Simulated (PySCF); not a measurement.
# C2H8F2OSi2: what the fields show

The calculation's input:

```
{"job": {"kind": "nmr", "xc": "PBE0", "basis": "pcSseg-1"}, "charge": 0, "multiplicity": 1}
F     -2.002299    -1.047580    -1.345948
C     -1.963276    -0.644339    -0.037712
F     -3.212089    -0.231387     0.237542
O     -1.113632     0.359637     0.158489
C      0.269823    -0.024092     0.384051
Si     1.041984     1.589744     1.068861
Si     1.042013    -0.753485    -1.212120
H     -1.753308    -1.552935     0.562050
H      0.274246    -0.785928     1.176041
H      0.246432     2.022938     2.215552
H      2.410327     1.270650     1.483103
H      1.034522     2.595914     0.012006
H      0.537871    -2.110207    -1.433451
H      2.484253    -0.812023    -0.972439
H      0.698718     0.131083    -2.317936
```

Run with:

```sh
OMP_NUM_THREADS=1 python probes_run.py task.json out
```

Geometry: GFN2-xTB.

Level of theory: PBE0/pcSseg-1, SCF density, gas phase, non-relativistic (PySCF).

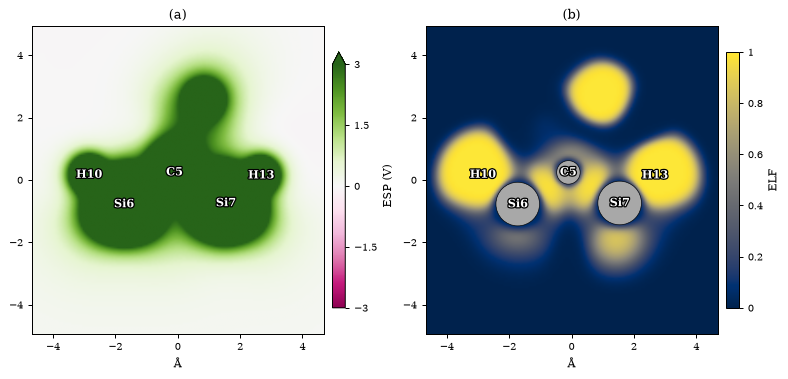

Figure 1. (a) molecular electrostatic potential; (b) electron localisation function on the plane of atoms C5, Si6 and H10. Grey discs cover the atomic cores in the ELF map.

> Interpret the plot.

- Atoms in the plane: C, Si and H.
- C–Si (1.92 Å): the ELF peaks at about 0.95 between the atoms (localised, covalent bonding).
- Si–H (1.46 Å): the ELF climbs to about 1 towards the hydrogen, as it does in any bond to H.
- The potential has no marked negative region in this plane.

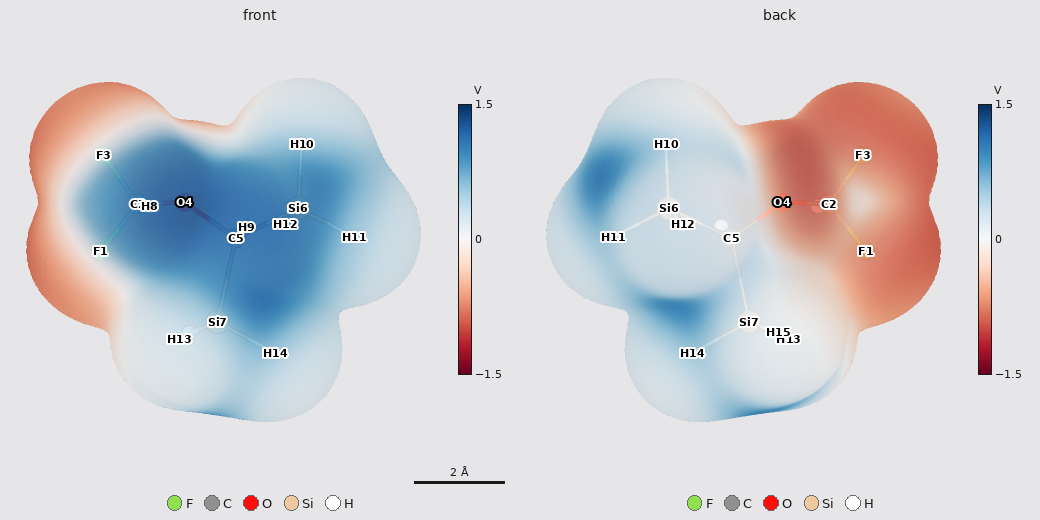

Figure 2. The molecular electrostatic potential painted on the density surface at 0.001 e/bohr³, seen from the front and from behind; the colour scale runs from red (negative) to blue (positive).

> Describe the electrostatic potential map.

The most negative region (about −0.9 V) lies over F1, F3 and O4, the most positive (about +1.2 V) over H8 and H9.

> What dipole moment does the calculation give?

Its dipole moment is 2.87 D.
